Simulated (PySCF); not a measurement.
```xyz
16

C     2.7346    0.2428    0.3507
C     1.6069   -0.3018   -0.0776
C     0.2927    0.1684    0.4383
O     0.1763    0.6487    1.5532
N    -0.7709    0.0171   -0.3930
C    -0.6816   -0.4552   -1.7536
C    -2.0943    0.3327    0.0908
H     2.7096    1.0621    1.0502
H     3.7027   -0.0992    0.0254
H     1.6089   -1.1349   -0.7649
H     0.2212   -0.0834   -2.2364
H    -0.6907   -1.5495   -1.8030
H    -1.5417   -0.0824   -2.3092
H    -2.0035    0.6534    1.1268
H    -2.5393    1.1383   -0.4980
H    -2.7386   -0.5481    0.0366
```

Geometry: GFN2-xTB.

Method: PBE0/pcSseg-1, SCF density, in a chloroform solvent model, non-relativistic (PySCF).

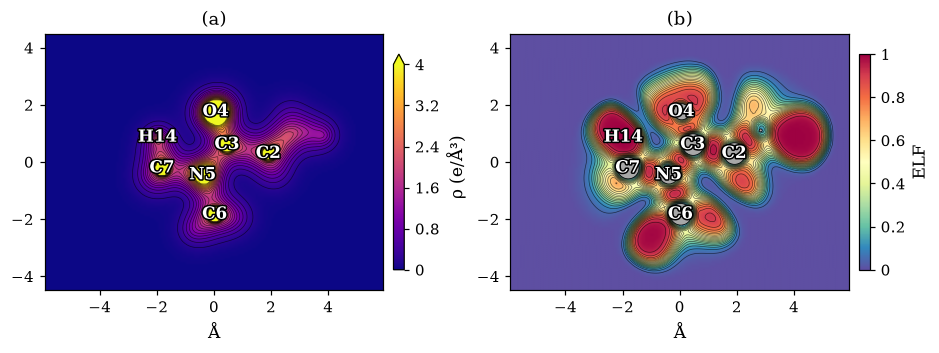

C$_{5}$H$_{9}$NO. (a) total electron density; (b) electron localisation function on the plane of atoms C3, N5 and C7. Grey discs cover the atomic cores in the ELF map.

**Read the bonding off the picture.**

The plane passes through C, O, N and H nuclei.
C–O (1.22 Å): ρ at the midpoint is about 3.2 e/Å³; the ELF peaks at about 0.85 between the atoms; a multiple bond.
C–N (1.36 Å): ρ at the midpoint is about 2.3 e/Å³; the ELF peaks at about 0.90 between the atoms (a covalent bond).
C–H (1.09 Å): the density is about 2.1 e/Å³ at the midpoint; the ELF climbs to about 1 towards the hydrogen, as it does in any bond to H: an ordinary covalent bond to hydrogen.
C–N (1.44 Å): the density is about 1.9 e/Å³ at the midpoint; the ELF peaks at about 0.95 between the atoms (localised, covalent bonding).
C–C (1.49 Å): ρ at the midpoint is about 1.8 e/Å³; the ELF peaks at about 0.95 between the atoms; a shared electron pair.
The ELF also peaks beside O4, away from the bonds: lone-pair regions.
